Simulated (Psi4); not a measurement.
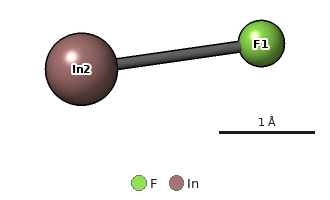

*The starting structure (ball-and-stick view, seen at a tilt; atoms are numbered from 1 in the order of the input). Sticks mark near contacts.*

Bond lengths as drawn: F–In 1.99 Å.

**Geometry relaxation of InF (part 1 of 3)**

- system: InF
- method: MP2/def2-QZVPP, RHF, core potentials def2 (Psi4 1.11)

The geometry comes from this level: PBE0-D4/def2-TZVP.

**Input (run.py)**
```python
import psi4

psi4.set_memory('1600 MB')
psi4.set_num_threads(1)
psi4.core.set_output_file('psi4.out', False)

m = psi4.geometry("""
0 1
F      0.00000000     0.00000000     0.03006554
In     0.00000000     0.00000000     3.79755583
units bohr
symmetry c1
""")

psi4.set_options({
    'basis': 'def2-QZVPP',
    'puream': True,
    'scf_type': 'df',
    'num_frozen_docc': 5,
    'g_convergence': 'gau_tight',
    'geom_maxiter': 50,
})

e_tot = psi4.optimize("mp2")
print('E =', round(e_tot, 9))
m.save_xyz_file('final.xyz', False)
for k, v in sorted(psi4.core.scalar_variables().items()):
    print(f'{k:45s} {v:18.10f}')
```

Machine: 1 thread of Intel Xeon @ 2.70GHz, 189 GiB of memory available, shared host.

Command:
```bash
python run.py
```

**What the program printed**
```
gradient() will perform analytic gradient computation.

   => Loading Basis Set <=

    Name: DEF2-QZVPP
    Role: ORBITAL
    Keyword: BASIS

    !!!  WARNING: ECP capability is in beta. Please check occupations closely.  !!!

         ---------------------------------------------------------
                                   SCF
                              RHF Reference
                        1 Threads,   1525 MiB Core
         ---------------------------------------------------------

  ==> Geometry <==

    Molecular point group: c1
    Full point group: C_inf_v

    Geometry (in Bohr), charge = 0, multiplicity = 1:

       Center              X                  Y                   Z               Mass
    ------------   -----------------  -----------------  -----------------  -----------------
         F            0.000000000000     0.000000000000    -3.232948993132    18.998403162730
         IN           0.000000000000     0.000000000000     0.534541296868   114.903878776000

  Running in c1 symmetry.

  Rotational constants: A = ************  B =      0.26015  C =      0.26015 [cm^-1]
  Rotational constants: A = ************  B =   7799.14222  C =   7799.14222 [MHz]
  Nuclear repulsion =   50.166021794843168

  Charge       = 0
  Multiplicity = 1
  Electrons    = 30
  Nalpha       = 15
  Nbeta        = 15

  ==> Algorithm <==

  SCF Algorithm Type is DF.
  DIIS enabled.
  MOM disabled.
  Fractional occupation disabled.
  Guess Type is SAD.
  Energy threshold   = 1.00e-10
  Density threshold  = 1.00e-10
  Integral threshold = 1.00e-12

  ==> Primary Basis <==

  Basis Set: DEF2-QZVPP
    Blend: DEF2-QZVPP
    Number of shells: 39
    Number of basis functions: 139
    Number of Cartesian functions: 176
    Spherical Harmonics?: true
    Max angular momentum: 4

  Core potential: DEF2-QZVPP
    Number of shells: 4
    Number of ECP primitives: 18
    Number of ECP core electrons: 28
    Max angular momentum: 3

   => Loading Basis Set <=

    Name: (DEF2-QZVPP AUX)
    Role: JKFIT
    Keyword: DF_BASIS_SCF

  ==> Integral Setup <==

  DFHelper Memory: AOs need 0.048 GiB; user supplied 1.118 GiB.
  SCF_SUBTYPE=INCORE selected. In-core MEM_DF algorithm will be used.
  Using in-core AOs.

  ==> MemDFJK: Density-Fitted J/K Matrices <==

    J tasked:                   Yes
    K tasked:                   Yes
    wK tasked:                   No
    Memory [MiB]:              1144
    Algorithm:                 Core
    Schwarz Cutoff:           1E-12
    Mask sparsity (%):       0.5279
    Fitting Condition:        1E-10

   => Auxiliary Basis Set <=

  Basis Set: (DEF2-QZVPP AUX)
    Blend: DEF2-UNIVERSAL-JKFIT
    Number of shells: 71
    Number of basis functions: 295
    Number of Cartesian functions: 402
    Spherical Harmonics?: true
    Max angular momentum: 5

  Minimum eigenvalue in the overlap matrix is 1.6372873875E-03.
  Reciprocal condition number of the overlap matrix is 3.2402790295E-04.
    Using symmetric orthogonalization.

  ==> Pre-Iterations <==

  SCF Guess: Superposition of Atomic Densities via on-the-fly atomic UHF (no occupation information).

   -------------------------
    Irrep   Nso     Nmo
   -------------------------
     A        139     139
   -------------------------
    Total     139     139
   -------------------------

  ==> Iterations <==

                           Total Energy        Delta E     RMS |[F,P]|

   @DF-RHF iter SAD:  -287.31106651112128   -2.87311e+02   0.00000e+00
   @DF-RHF iter   1:  -288.63585678813769   -1.32479e+00   4.28339e-03 DIIS/ADIIS
   @DF-RHF iter   2:  -288.70613230621149   -7.02755e-02   3.33512e-03 DIIS/ADIIS
   @DF-RHF iter   3:  -288.76129484695269   -5.51625e-02   3.00664e-04 DIIS/ADIIS
   @DF-RHF iter   4:  -288.76198073307455   -6.85886e-04   1.08629e-04 DIIS/ADIIS
   @DF-RHF iter   5:  -288.76214700865717   -1.66276e-04   1.91299e-05 DIIS
   @DF-RHF iter   6:  -288.76215973147987   -1.27228e-05   5.44986e-06 DIIS
   @DF-RHF iter   7:  -288.76216051106076   -7.79581e-07   1.92285e-06 DIIS
   @DF-RHF iter   8:  -288.76216059175812   -8.06974e-08   6.89929e-07 DIIS
   @DF-RHF iter   9:  -288.76216060004475   -8.28663e-09   1.69817e-07 DIIS
   @DF-RHF iter  10:  -288.76216060080651   -7.61759e-10   3.38162e-08 DIIS
   @DF-RHF iter  11:  -288.76216060082857   -2.20552e-11   4.83150e-09 DIIS
   @DF-RHF iter  12:  -288.76216060082902   -4.54747e-13   1.00646e-09 DIIS
   @DF-RHF iter  13:  -288.76216060082925   -2.27374e-13   4.41548e-10 DIIS
   @DF-RHF iter  14:  -288.76216060082891    3.41061e-13   8.61197e-11 DIIS
  Energy and wave function converged.

  ==> Post-Iterations <==

    Orbital Energies [Eh]
    ---------------------

    Doubly Occupied:

       1A    -26.179807     2A     -5.383509     3A     -3.639666
       4A     -3.639666     5A     -3.632342     6A     -1.453371
       7A     -1.027258     8A     -1.027258     9A     -1.020334
      10A     -1.020334    11A     -1.018119    12A     -0.578890
      13A     -0.540372    14A     -0.540372    15A     -0.351510

    Virtual:

      16A      0.016404    17A      0.016404    18A      0.055275
      19A      0.107499    20A      0.107499    21A      0.109025
      22A      0.165613    23A      0.177653    24A      0.177653
      25A      0.205154    26A      0.205154    27A      0.250061
      28A      0.413830    29A      0.413830    30A      0.464572
      31A      0.501086    32A      0.549725    33A      0.549725
      34A      0.561410    35A      0.561410    36A      0.577554
      37A      0.577554    38A      0.591636    39A      0.591636
      40A      0.593576    41A      0.632037    42A      0.632037
      43A      0.672428    44A      0.700264    45A      0.700264
      46A      0.838091    47A      1.324225    48A      1.372823
      49A      1.372823    50A      1.386080    51A      1.386080
      52A      1.388762    53A      1.388762    54A      1.402067
      55A      1.414934    56A      1.414934    57A      1.505702
      58A      1.505702    59A      1.533321    60A      1.589270
      61A      1.589270    62A      1.603459    63A      1.603459
      64A      1.651812    65A      1.651812    66A      1.719842
      67A      1.719842    68A      1.731685    69A      1.753174
      70A      1.753174    71A      1.934326    72A      1.934326
      73A      1.991304    74A      2.105763    75A      2.105763
      76A      2.115966    77A      2.355299    78A      2.424197
      79A      2.424197    80A      2.995767    81A      3.191325
      82A      3.191325    83A      3.196148    84A      3.196148
      85A      3.286220    86A      3.286220    87A      3.722522
      88A      4.523225    89A      4.635158    90A      4.635158
      91A      4.705847    92A      4.705847    93A      4.858950
      94A      4.858950    95A      4.962994    96A      5.575675
      97A      5.575675    98A      5.923692    99A      5.923692
     100A      6.096974   101A      6.957009   102A      6.957009
     103A      7.539654   104A      9.031088   105A      9.031088
     106A      9.039348   107A      9.039348   108A      9.123789
     109A      9.123789   110A      9.252173   111A     12.101505
     112A     12.101505   113A     12.102152   114A     12.102152
     115A     12.105014   116A     12.109988   117A     12.109988
     118A     12.111760   119A     12.111760   120A     12.653784
     121A     15.384011   122A     15.384011   123A     15.417667
     124A     15.417667   125A     15.508031   126A     15.508031
     127A     15.554493   128A     15.837509   129A     16.669854
     130A     16.669854   131A     16.903709   132A     16.903709
     133A     17.127845   134A     39.253899   135A     39.253899
     136A     39.261488   137A     55.468097   138A     77.142518
     139A    288.649939

    Final Occupation by Irrep:
              A
    DOCC [    15 ]
    NA   [    15 ]
    NB   [    15 ]

  @DF-RHF Final Energy:  -288.76216060082891

   => Energetics <=

    Nuclear Repulsion Energy =             50.1660217948431679
    One-Electron Energy =                -575.7507440909215575
    Two-Electron Energy =                 236.8225616952495045
    Total Energy =                       -288.7621606008289064

Computation Completed

Properties will be evaluated at   0.000000,   0.000000,   0.000000 [a0]

Properties computed using the SCF density matrix

 Multipole Moments:

 ------------------------------------------------------------------------------------
     Multipole            Electronic (a.u.)      Nuclear  (a.u.)        Total (a.u.)
 ------------------------------------------------------------------------------------

 L = 1.  Multiply by 2.5417464519 to convert [e a0] to [Debye]
 Dipole X            :          0.0000000            0.0000000            0.0000000
 Dipole Y            :          0.0000000            0.0000000            0.0000000
 Dipole Z            :         19.1518678          -17.8711737            1.2806941
 Magnitude           :                                                    1.2806941

 ------------------------------------------------------------------------------------

	total time  =          3 seconds =       0.05 minutes

  //>>>>>>>>>>>>>>>>>>>>>>>>>>>>>>>>>>>//
  //               DFMP2               //
  //<<<<<<<<<<<<<<<<<<<<<<<<<<<<<<<<<<<//

   => Loading Basis Set <=

    Name: (DEF2-QZVPP AUX)
    Role: RIFIT
    Keyword: DF_BASIS_MP2

	 --------------------------------------------------------
	                          DF-MP2
	      2nd-Order Density-Fitted Moller-Plesset Theory
	              RMP2 Wavefunction,   1 Threads

	 --------------------------------------------------------

   => Auxiliary Basis Set <=

  Basis Set: (DEF2-QZVPP AUX)
    Blend: DEF2-QZVPP-RI
    Number of shells: 83
    Number of basis functions: 417
    Number of Cartesian functions: 616
    Spherical Harmonics?: true
    Max angular momentum: 6

	 --------------------------------------------------------
	                 NBF =   139, NAUX =   417
	 --------------------------------------------------------
	   CLASS    FOCC     OCC    AOCC    AVIR     VIR    FVIR
	   PAIRS       5      15      10     124     124       0
	 --------------------------------------------------------

  DFHelper Memory: AOs need 0.048 GiB; user supplied 1.118 GiB.
  SCF_SUBTYPE=INCORE selected. In-core MEM_DF algorithm will be used.
  Using in-core AOs.

         ------------------------------------------------------------
                                     CPHF
         ------------------------------------------------------------

  ==> Geometry <==

    Molecular point group: c1
    Full point group: C_inf_v

    Geometry (in Bohr), charge = 0, multiplicity = 1:

       Center              X                  Y                   Z               Mass
    ------------   -----------------  -----------------  -----------------  -----------------
         F            0.000000000000     0.000000000000    -3.232948993132    18.998403162730
         IN           0.000000000000     0.000000000000     0.534541296868   114.903878776000

  Nuclear repulsion =   50.166021794843168
  Reference energy  = -288.762160600828906

  ==> Basis Set <==

  Basis Set: DEF2-QZVPP
    Blend: DEF2-QZVPP
    Number of shells: 39
    Number of basis functions: 139
    Number of Cartesian functions: 176
    Spherical Harmonics?: true
    Max angular momentum: 4

  Core potential: DEF2-QZVPP
    Number of shells: 4
    Number of ECP primitives: 18
    Number of ECP core electrons: 28
    Max angular momentum: 3

   Number of roots    =         1
   Preconditioning    =    JACOBI
   Convergence cutoff =     1E-06
   Maximum iterations =       100

   => Auxiliary Basis Set <=

  Basis Set: (DEF2-QZVPP AUX)
    Blend: DEF2-UNIVERSAL-JKFIT
    Number of shells: 71
    Number of basis functions: 295
    Number of Cartesian functions: 402
    Spherical Harmonics?: true
    Max angular momentum: 5

  ==> CPHF Iterations <==

  => Iterations <=

             Iter  Converged  Remaining    Residual
  CGR           1          0          1   1.445E-01
  CGR           2          0          1   2.465E-02
  CGR           3          0          1   1.269E-02
  CGR           4          0          1   3.459E-03
  CGR           5          0          1   9.197E-04
  CGR           6          0          1   2.839E-04
  CGR           7          0          1   7.098E-05
  CGR           8          0          1   1.570E-05
  CGR           9          0          1   2.396E-06
  CGR          10          1          0   2.981E-07

    CGRSolver converged.

  ==> DFCorrGrad: Density-Fitted Correlated Gradients <==

    Integrals threads:           1
    Memory [GiB]:            1.118
    Schwarz Cutoff:          0E+00
    Fitting Condition:       1E-10

   => Auxiliary Basis Set <=

  Basis Set: (DEF2-QZVPP AUX)
    Blend: DEF2-UNIVERSAL-JKFIT
    Number of shells: 71
    Number of basis functions: 295
    Number of Cartesian functions: 402
    Spherical Harmonics?: true
    Max angular momentum: 5
```
